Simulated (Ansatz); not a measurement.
# Is the response still linear at 0.3 V/Å? VSi2P4 monolayer

The dipole of a slab grows in proportion to a weak field along its normal. Does the weak-field slope carry to a strong field?

How it was computed: Ansatz 0.2.0, plane waves with PAW datasets (its set soft_2), RPBE+U-D3(BJ); atoms held at their relaxed places, 18 Å of vacuum, dipole correction, cell area 9.32 Å², spin-polarised, 18×18 k-points, smearing 0.05 eV. Without field the slab has a gap of 0.13 eV.

| run | field (V/Å) | dipole (e·Å) |
| --- | --- | --- |
| run 1 | −0.05 | −0.02891 |
| run 2 | 0.00 | 0.00000 |
| run 3 | 0.05 | 0.02891 |
| run 4 | 0.10 | 0.05783 |
| run 5 | 0.30 | ? |

**Question.** What value belongs in the row marked “?”, and how far can the other rows tell?

A least-squares line through the 4 rows shown has slope 0.578260 and intercept 0.000001; no row lies more than 0.00001 e·Å off it. A perfect conductor with that slope would be 180.95 × 0.57826 / 9.32 = 11.23 Å thick. At 0.30 it gives 0.578260 × 0.30 + 0.000001 = 0.17348 e·Å, beyond the rows fitted. Rounding and scatter of the rows alone allow about ±0.00002 e·Å there.

The run itself gives 0.17351 e·Å: a miss of +0.00003 e·Å. That is under 1 % of the induced dipole, so the response is still linear.

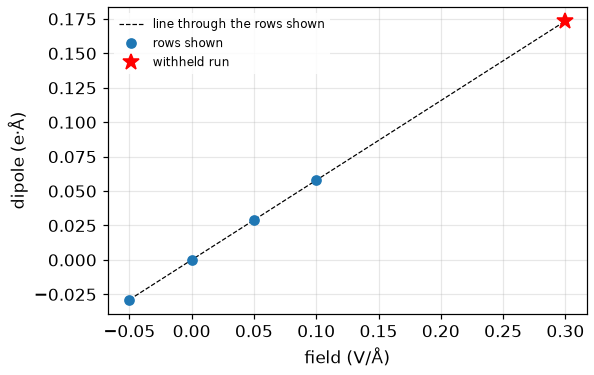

The fit and the withheld run.

**Limits.** Ions are held, so this is the electronic response. Of the series that stay linear within 1 %, this collection keeps about one in seven, and it keeps all that bend. With a small gap or none the response hangs on mesh and smearing, which were not varied here.
